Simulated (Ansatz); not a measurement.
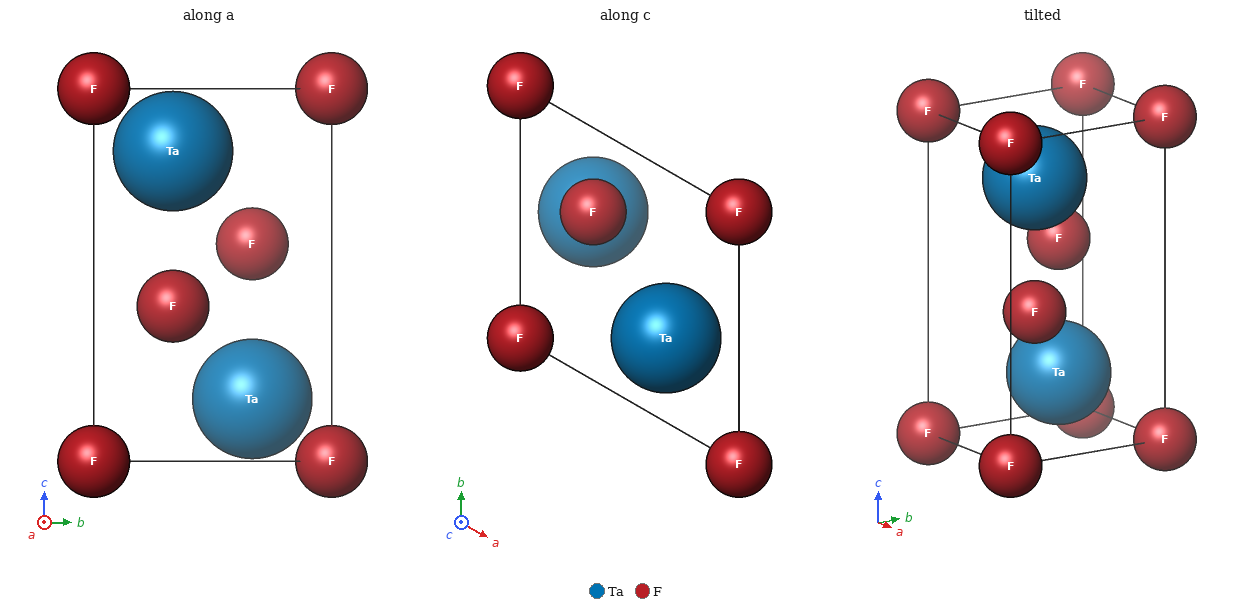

Spheres-only drawing of the structure, looking along the a axis, along the c axis and slightly off an axis. The conventional unit cell is outlined; an atom on or near a face, edge or corner is repeated at each equivalent position. Cell: a = 3.911 Å, b = 3.911 Å, c = 5.308 Å, α = 90.00°, β = 90.00°, γ = 120.00°.

State composition, symmetry and coordination.

- Composition: Ta2F3.
- It belongs to space group P-3m1 (No. 164) and has a primitive hexagonal lattice.
- There are 5 atoms in the cell: 2 Ta, 3 F.
- Each Ta is bonded to seven F and three Ta (about 2.2 to 2.6 Å to F, 2.9 Å to Ta). F takes two kinds of site: 1a with six Ta at about 2.4 Å; 2d with four Ta in a distorted tetrahedral arrangement at about 2.2 to 2.6 Å.

The structure was taken from a textbook structure type filled with these elements (whether it is the usual form wasn't checked). Relaxation method: DFT PBE, scalar-relativistic, plane waves, PAW in Ansatz.
